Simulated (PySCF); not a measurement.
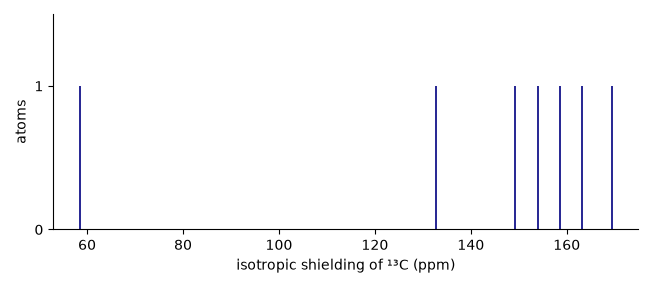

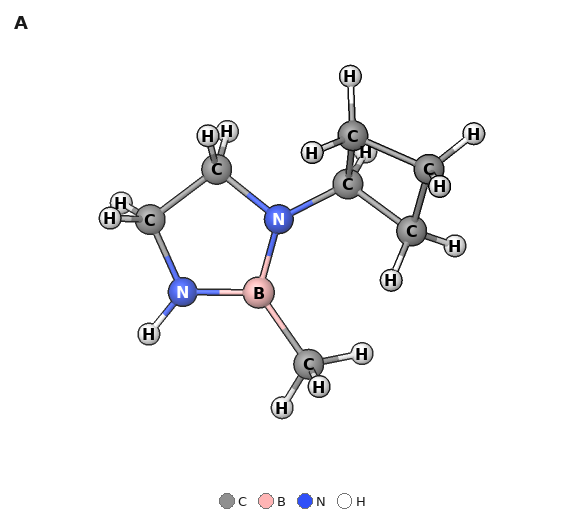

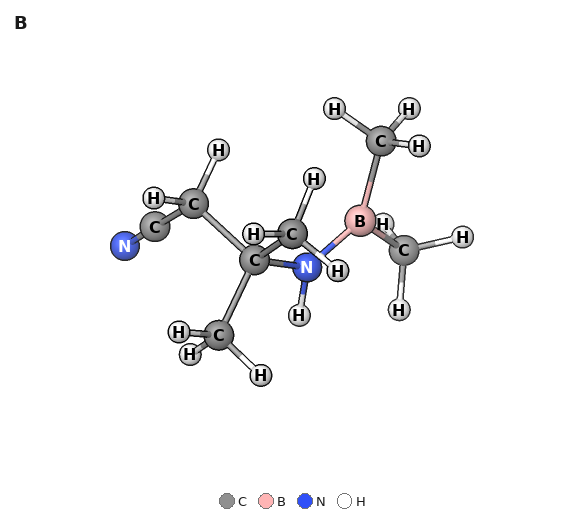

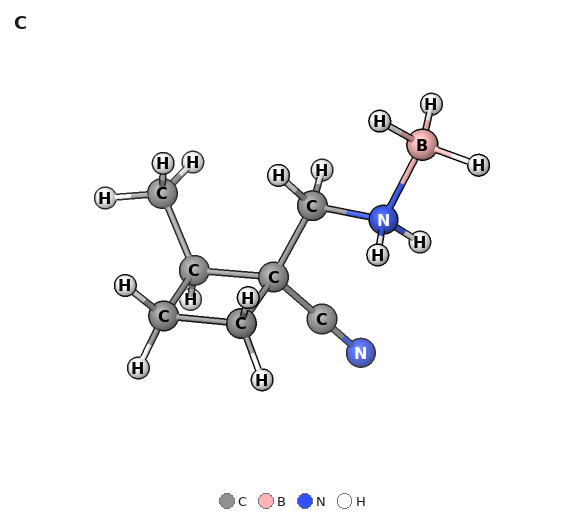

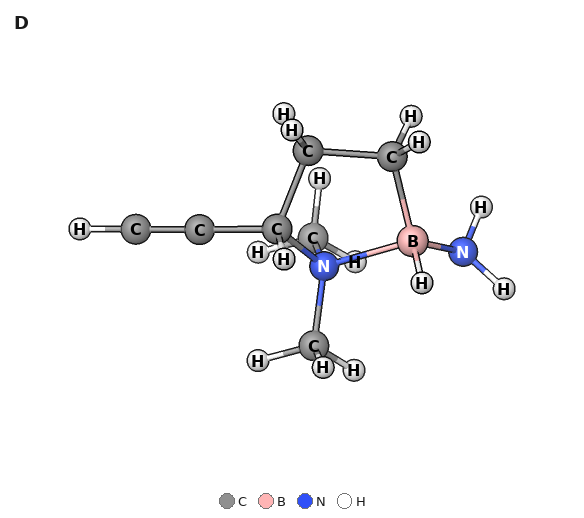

The sticks are computed shieldings of one of the molecules, for one fixed geometry (GFN2-xTB) without averaging over rotations. Low shielding means a high chemical shift. Method: GIAO PBE0/pcSseg-1 NMR shielding, non-relativistic, gas phase (PySCF 2.14.0).

Question: Match the spectrum to a structure.

Answer: C, `[BH3-][NH2+]C[C@@]1(C#N)CC[C@H]1C`. Its 7 C atoms give lines at 58.5, 132.7, 149.3, 154.0, 158.7, 163.3, 169.3 ppm.

The geometry is semi-empirical. Around B such bond lengths and angles can be off by a tenth of an ångström or more and by several degrees, and values that hang on the shape move with them.
